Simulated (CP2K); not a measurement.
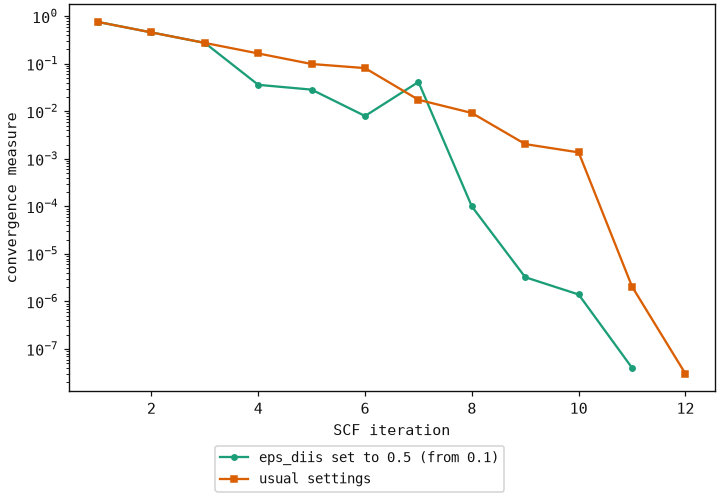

Two SCF runs that differ in one setting.
- system: GaH3 (SMILES [GaH3])
- method: RHF PM6 in CP2K

How did each SCF end?

“eps_diis set to 0.5 (from 0.1)” converged in 11 iterations. “usual settings” converged in 12 iterations. CP2K mixes the density linearly, with weight alpha, until the error falls below EPS_DIIS, and only then turns to DIIS. That happens at step 6 with the usual settings and at step 3 in the changed run. Both end at the same energy within 1 meV.
